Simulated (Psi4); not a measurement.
**CH3Cl2Si (SMILES [CH2][SiH](Cl)Cl) at UB2PLYP/6-31G(d) (density fitting for correlation, spherical functions)**

Aim: the vertical ionisation energy of CH3Cl2Si at UB2PLYP/6-31G* (density fitting for correlation, spherical functions), from 2 runs. 

Program for the calculation: Psi4 1.11.

5 further runs of the same task are left out: 2 that didn't finish, 3 set aside as unsound or not needed.

### 1 Starting point

CH3Cl2Si: 7 atoms, total charge 0, spin state doublet. SMILES: `[CH2][SiH](Cl)Cl`. The coordinates come from a PBE0-D4/def2-TZVP relaxation. This is one conformer, not always the lowest.

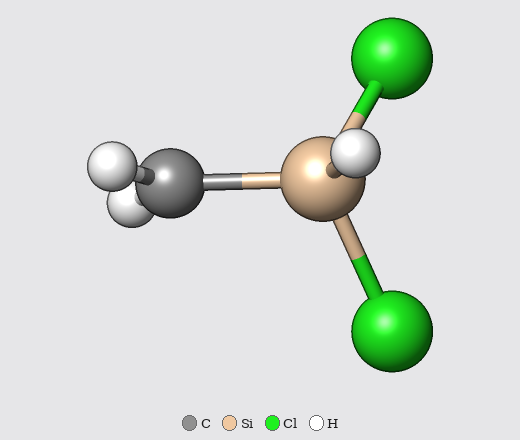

The structure, seen from a chosen angle (carbon grey, silicon light orange, chlorine green, hydrogen white).

### 2 A single-point energy at UB2PLYP/6-31G(d) (density fitting for correlation, spherical functions)

ch3cl2si.dat reads:

```
memory 2200 mb

molecule mol {
  0 2
  C     -0.692700     0.892600     0.197500
  Si     0.466300    -0.499500    -0.003900
  Cl     1.593800    -0.235400    -1.694300
  Cl    -0.574000    -2.252500    -0.209200
  H     -1.447700     1.127200    -0.545500
  H     -0.668800     1.540600     1.067500
  H      1.384500    -0.641000     1.142000
  symmetry c1
}

set reference uks
set puream true
set e_convergence 1e-09
set d_convergence 1e-08
set scf_type pk
set dft_radial_points 99
set dft_spherical_points 590
set num_frozen_docc 16
set maxiter 100

e = energy('b2plyp/6-31G*')
```

Command:

```console
$ psi4 -i ch3cl2si.dat -o ch3cl2si.out -n 1
```

ch3cl2si.out:

```text
[...]
  Running in c1 symmetry.
[...]
  Nuclear repulsion =  261.789143782980091
[...]
  Multiplicity = 2
[...]
  Nalpha       = 29
  Nbeta        = 28
[...]
    Number of basis functions: 74
[...]
   @UKS iter   1: -1249.09362821927562   -3.26955e-01   4.47341e-03 ADIIS/DIIS
[...]
   @UKS iter  12: -1249.16284140097787   -5.22959e-12   7.43917e-09 DIIS
[...]
   @S^2 Observed:                7.551426365E-01
[...]
    Orbital Energies [Eh]
    ---------------------
    Alpha Occupied:
       1A   -102.902693     2A   -102.902616     3A    -67.310451
       4A    -10.654363     5A     -9.915877     6A     -9.915796
       7A     -7.554710     8A     -7.554643     9A     -7.550096
      10A     -7.550017    11A     -7.549850    12A     -7.549770
      13A     -5.708079    14A     -3.963085    15A     -3.961537
      16A     -3.959297    17A     -0.968040    18A     -0.938814
      19A     -0.824916    20A     -0.611544    21A     -0.527949
      22A     -0.477887    23A     -0.472770    24A     -0.463824
      25A     -0.402127    26A     -0.398208    27A     -0.382877
      28A     -0.379416    29A     -0.325999
    Alpha Virtual:
[...]
  @UKS Final Energy: -1249.16284140097787
   => Energetics <=
    Nuclear Repulsion Energy =            261.7891437829800907
    One-Electron Energy =               -2246.3930541964737131
    Two-Electron Energy =                 775.5200165612906176
    DFT Exchange-Correlation Energy =     -40.0789475487750337
    Empirical Dispersion Energy =           0.0000000000000000
    VV10 Nonlocal Energy =                  0.0000000000000000
    Total Energy =                      -1249.1628414009778680
[...]
 Multipole Moments:
 ------------------------------------------------------------------------------------
     Multipole            Electronic (a.u.)      Nuclear  (a.u.)        Total (a.u.)
 ------------------------------------------------------------------------------------
 L = 1.  Multiply by 2.5417464519 to convert [e a0] to [Debye]
 Dipole X            :          1.6822677           -1.9619314           -0.2796638
 Dipole Y            :         -4.2092902            4.9504236            0.7411335
 Dipole Z            :         -3.2609124            3.8587550            0.5978426
 Magnitude           :                                                    0.9924245
[...]
```

Wall time 26 s (1 thread of Intel Xeon Platinum 8259CL at 2.50GHz (Skylake/Cascade Lake), shared host); peak memory 0.93 GiB.

### 3 The singlet cation

run.py reads:

```python
import psi4

psi4.set_memory('2200 MB')
psi4.set_num_threads(1)
psi4.core.set_output_file('output.dat', False)

mol = psi4.geometry("""
1 1
C     -0.692700     0.892600     0.197500
Si     0.466300    -0.499500    -0.003900
Cl     1.593800    -0.235400    -1.694300
Cl    -0.574000    -2.252500    -0.209200
H     -1.447700     1.127200    -0.545500
H     -0.668800     1.540600     1.067500
H      1.384500    -0.641000     1.142000
symmetry c1
""")

options = {'puream': True, 'e_convergence': 1e-09, 'd_convergence': 1e-08, 'scf_type': 'pk', 'dft_radial_points': 99, 'dft_spherical_points': 590, 'num_frozen_docc': 16}
psi4.set_options(options)

E = psi4.energy('b2plyp/6-31G*', molecule=mol)
print(f'total energy {E:.8f} hartree = {E * 27.211386:.5f} eV')
for k, v in sorted(psi4.core.scalar_variables().items()):
    print(f'{k:45s} {v:18.10f}')
```

Command:

```console
$ python run.py
```

output.dat:

```text
[...]
  Running in c1 symmetry.
[...]
  Nuclear repulsion =  261.789143782980091
[...]
  Multiplicity = 1
[...]
  Nalpha       = 28
  Nbeta        = 28
[...]
    Number of basis functions: 74
[...]
   @RKS iter   1: -1248.77290103135874   -6.22766e-03   2.65509e-03 DIIS/ADIIS
[...]
   @RKS iter  13: -1248.80252905526459   -3.63798e-12   3.88504e-09 DIIS
[...]
    Orbital Energies [Eh]
    ---------------------
    Doubly Occupied:
       1A   -103.102860     2A   -103.102166     3A    -67.524016
       4A    -11.020239     5A    -10.114387     6A    -10.113724
       7A     -7.753435     8A     -7.752756     9A     -7.748584
      10A     -7.747927    11A     -7.747633    12A     -7.746985
      13A     -5.923689    14A     -4.177799    15A     -4.177612
      16A     -4.174980    17A     -1.165270    18A     -1.129414
      19A     -1.103517    20A     -0.846897    21A     -0.827625
      22A     -0.716882    23A     -0.664828    24A     -0.660371
      25A     -0.590986    26A     -0.581981    27A     -0.571409
      28A     -0.567004
[...]
  @RKS Final Energy: -1248.80252905526459
   => Energetics <=
    Nuclear Repulsion Energy =            261.7891437829800907
    One-Electron Energy =               -2233.9810998119778560
    Two-Electron Energy =                 763.3032890609154038
    DFT Exchange-Correlation Energy =     -39.9138620871823093
    Empirical Dispersion Energy =           0.0000000000000000
    VV10 Nonlocal Energy =                  0.0000000000000000
    Total Energy =                      -1248.8025290552645856
[...]
 Multipole Moments:
 ------------------------------------------------------------------------------------
     Multipole            Electronic (a.u.)      Nuclear  (a.u.)        Total (a.u.)
 ------------------------------------------------------------------------------------
 L = 1.  Multiply by 2.5417464519 to convert [e a0] to [Debye]
 Dipole X            :          0.5405483           -1.9619314           -1.4213831
 Dipole Y            :         -2.3519401            4.9504236            2.5984836
 Dipole Z            :         -2.4145913            3.8587550            1.4441637
 Magnitude           :                                                    3.2951564
[...]
```

The script printed:

```text
total energy -1248.94666544 hartree = -33985.56981 eV
B2PLYP DOUBLE-HYBRID CORRECTION ENERGY             -0.1441363862
B2PLYP TOTAL ENERGY                             -1248.9466654415
CURRENT ENERGY                                  -1248.9466654415
CURRENT REFERENCE ENERGY                        -1248.8025290553
DD SOLVATION ENERGY                                 0.0000000000
DFT FUNCTIONAL TOTAL ENERGY                     -1248.8025290553
DFT TOTAL ENERGY                                -1248.9466654415
DFT VV10 ENERGY                                     0.0000000000
DFT XC ENERGY                                     -39.9138620872
DOUBLE-HYBRID CORRECTION ENERGY                    -0.1441363862
GRID ELECTRONS ALPHA                               27.9999998446
GRID ELECTRONS BETA                                27.9999998446
GRID ELECTRONS TOTAL                               55.9999996892
NUCLEAR REPULSION ENERGY                          261.7891437830
ONE-ELECTRON ENERGY                             -2233.9810998120
PCM POLARIZATION ENERGY                             0.0000000000
PE ENERGY                                           0.0000000000
SCF ITERATION ENERGY                            -1248.8025290553
SCF ITERATIONS                                     13.0000000000
SCF TOTAL ENERGY                                -1248.8025290553
TWO-ELECTRON ENERGY                               763.3032890609
XC GRID RADIAL POINTS                              99.0000000000
XC GRID SPHERICAL POINTS                          590.0000000000
XC GRID TOTAL POINTS                           385341.0000000000
```

Run time: 22 s. Hardware: 1 thread of Intel Xeon Platinum 8259CL at 2.50GHz (Skylake/Cascade Lake), shared host; peak memory 0.93 GiB.

### 4 Results

Level: UB2PLYP/6-31G* (density fitting for correlation, spherical functions), 16 core orbitals frozen.

```
                                                                  quantity           value
                                            doublet CH3Cl2Si: total energy  -1249.30577 Eh
doublet CH3Cl2Si: HOMO energy (SCF part's orbitals) (highest over α and β)        -8.87 eV
 doublet CH3Cl2Si: LUMO energy (SCF part's orbitals) (lowest over α and β)        -1.25 eV
                                                    doublet CH3Cl2Si: ⟨S²⟩           0.755
                                              singlet cation: total energy  -1248.94667 Eh
                         singlet cation: HOMO energy (SCF part's orbitals)       -15.43 eV
                         singlet cation: LUMO energy (SCF part's orbitals)       -10.56 eV
                       singlet cation: HOMO–LUMO gap (SCF part's orbitals)         4.86 eV
                        vertical ionisation energy (to the singlet cation)        9.772 eV
```

What this shows: The vertical ionisation energy comes to 9.77 eV (943 kJ/mol). Only the singlet of the ionised species was computed; a triplet could lie lower.
